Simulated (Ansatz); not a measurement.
# CCuO (SMILES O=[C+][Cu]) (charge +1, triplet): what the fields show

```json
{"atom": "C", "x (Å)": "-0.1947", "y (Å)": "0.5870", "z (Å)": "-0.2688"}
{"atom": "Cu", "x (Å)": "-0.1589", "y (Å)": "-1.5132", "z (Å)": "-0.6459"}
{"atom": "O", "x (Å)": "0.2400", "y (Å)": "1.6198", "z (Å)": "-0.1574"}
```

Geometry: B3LYP/6-31G*.

Theory: isolated molecule in a Gaussian basis; Kohn-Sham density functional theory, functional PBE0 in Ansatz 0.2.0.

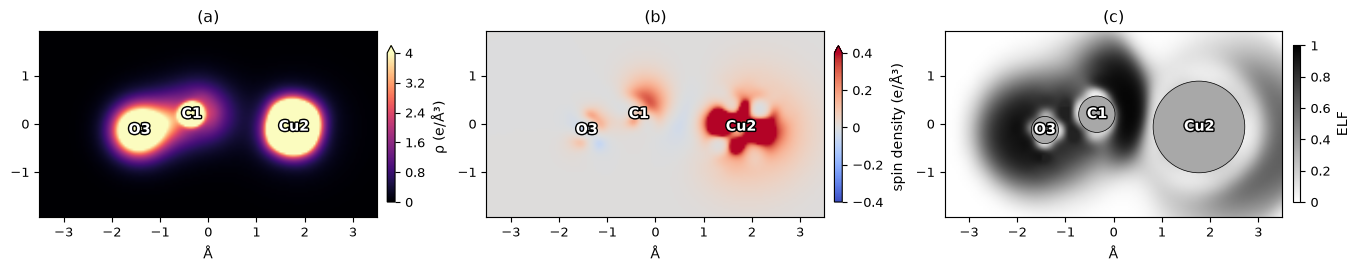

Figure 1. (a) total electron density; (b) spin density (α minus β); (c) ELF on the molecular plane. Grey discs cover the atomic cores in the ELF map.

> Describe what can be read from this map.

The section cuts through C, Cu and O sites.
C–O (1.13 Å): the density is about 4.2 e/Å³ at the midpoint; the ELF peaks at about 0.85 between the atoms; a short, multiple covalent bond.
C–Cu (2.13 Å): the density is about 0.47 e/Å³ at the midpoint; the ELF peaks at about 1 in the valence shell of C, 0.7 Å from its nucleus, and is about 0.40 at the midpoint.
The ELF also peaks beside O3, away from the bonds: non-bonding electrons, paired or unpaired.
The unpaired spin (2 electrons) lies mostly on Cu2 (about 1.8) and C1 (about 0.2), in electrons by Hirshfeld's partition.

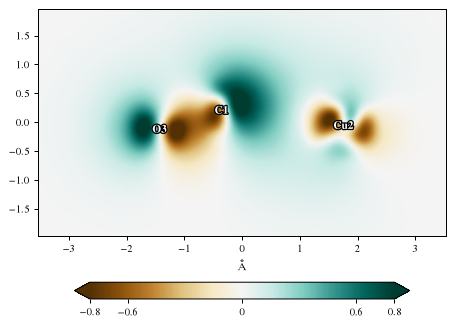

Figure 2. The HOMO−1 (α) on the molecular plane (values in Å⁻³ᐟ²; the overall sign is arbitrary).

> What is the character of this orbital?

By Hirshfeld shares it lies mainly on C1 (about 55 %), O3 (about 25 %) and Cu2 (about 20 %). Its energy is −19.44 eV.
